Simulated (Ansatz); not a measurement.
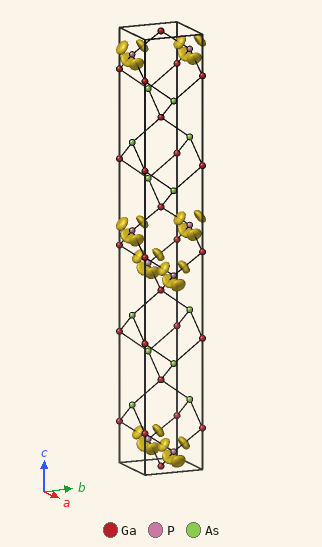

*Ga₅As₃P₂. Isosurface of the ELF at 0.85 (yellow), seen slightly off an axis. Core shells and regions of very low density are left out. Sticks mark near contacts.*

Space group I-4m2; a structure generated by program, which may or may not match a known phase; computed pressure about −3 GPa in this cell.

Computed with DFT PBEsol, scalar-relativistic, plane waves, PAW (Ansatz 0.2.0).

In a PAW calculation such maps are meaningful between the atoms, not at the nuclei.

What do the ELF domains correspond to?

Answer. The ELF exceeds this value in 16 lobes of the valence shell of P pointing towards Ga (polar bonds), counted in one cell of 20 atoms. Any copies at cell faces, edges or corners count once.

Values along the shortest contacts:
Ga–P (2.41 Å): the ELF peaks at about 0.90 in the valence shell of P, 0.9 Å from its nucleus, and is about 0.75 at the midpoint. Ga–As (2.47 Å): the ELF peaks at about 0.80 between the atoms (a shared electron pair).

How much charge does the calculation move between the atoms?

Answer. Electrons move from Ga towards P and As. Bader charges: Ga +0.65 to +0.79, P −0.79 and As −0.65 e.
